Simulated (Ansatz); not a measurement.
## Electronic structure of Cl3HSi···HF in real space

```
atom    x (Å)    y (Å)    z (Å)
  Si   0.4080   0.0000  -0.3001
   H   0.4333   0.0000   1.1508
  Cl   2.3389   0.0000  -0.9735
  Cl  -0.5310   1.6688  -0.9924
  Cl  -0.5310  -1.6688  -0.9924
   F  -2.3801   0.0000   1.5874
   H  -2.5030   0.0000   2.4914
```

Computed with RHF/6-31G* in Ansatz 0.2.0.

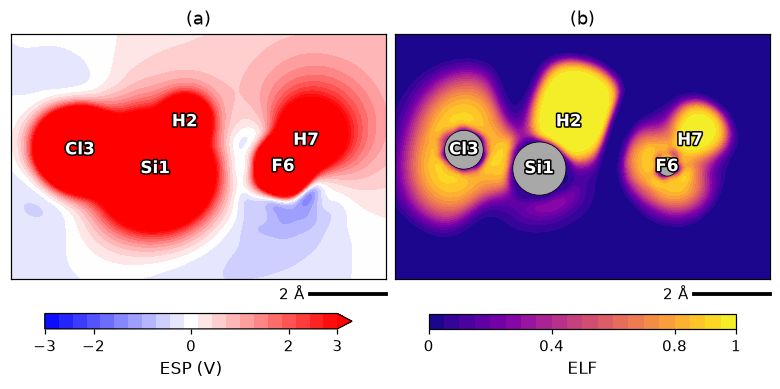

Figure 1. (a) electrostatic potential; (b) electron localisation function on the plane of atoms H2, Si1 and Cl3. Grey discs cover the atomic cores in the ELF map.

What do the fields say about this system?

- The plane passes through Si, H, Cl and F nuclei.
- Si1···F6 (3.37 Å): the ELF dips to about 0 between them (a weak contact between the two molecules).
- Si–Cl (2.04 Å): the ELF peaks at about 0.90 between the atoms, as expected for a shared but strongly polarised pair.
- F–H (0.91 Å): the ELF climbs to about 1 towards the hydrogen, as it does in any bond to H.
- Si–H (1.45 Å): the ELF climbs to about 1 towards the hydrogen.
- The ELF also peaks beside F6 and Cl3, away from the bonds: lone-pair regions.
- Outside the dense part of the complex the potential is most negative (−1.4 V) near F6.

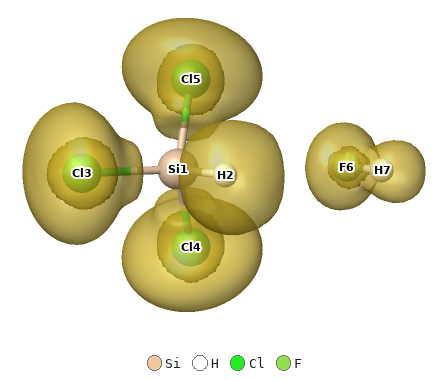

Figure 2. Isosurface of the ELF at 0.75 (yellow), seen across its widest extent. Core shells and regions of very low density are left out.

Describe the localisation domains.

The ELF exceeds this value in one region around a hydrogen nucleus, three regions on Cl in which the atom's valence shell and bonds are merged and one joined region spread over several atoms (F, H), in which their bonds and any lone pairs are merged.

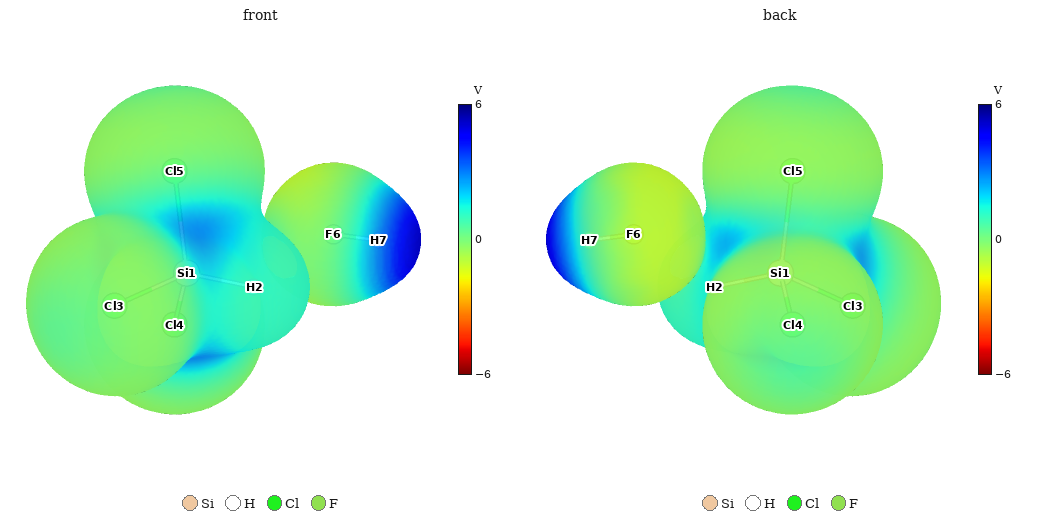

Figure 3. The electrostatic potential painted on the density surface at 0.004 e/bohr³, seen from the front and from behind; the colour scale runs from red (negative) to blue (positive).

Describe the electrostatic potential map.

The most negative region (about −1.1 V) lies over F6, the most positive (about +5.0 V) over H7. Cl3 shows a σ-hole: about +0.4 V at the tip opposite its bond, against about −0.2 V on its flanks. Cl4 shows a σ-hole: about +0.4 V at the tip opposite its bond, against about −0.3 V on its flanks. Cl5 shows a σ-hole: about +0.4 V at the tip opposite its bond, against about −0.3 V on its flanks.

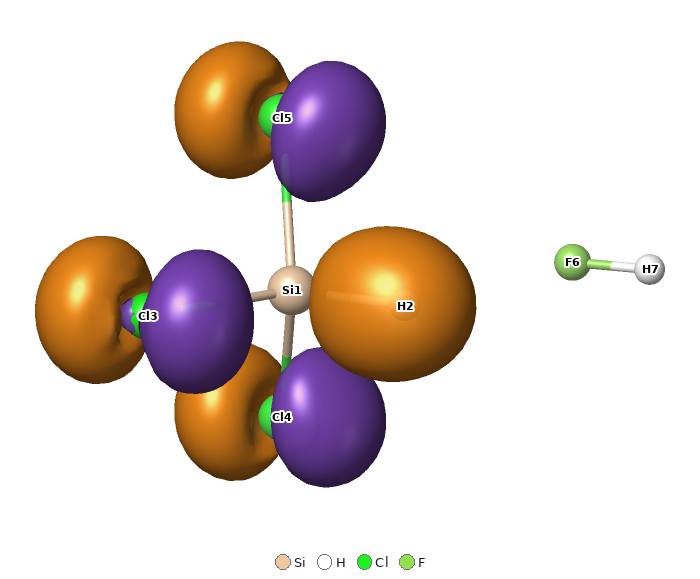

Figure 4. The HOMO−1 at ±0.15 Å⁻³ᐟ² (orange and purple are the two phases), seen at a tilt.

Where does this orbital lie, and at what energy?

By Hirshfeld shares it lies mainly on Cl3 (about 25 %), Cl4 (about 20 %), Cl5 (about 20 %), H2 (about 15 %) and Si1 (about 15 %). Its energy is −12.85 eV.
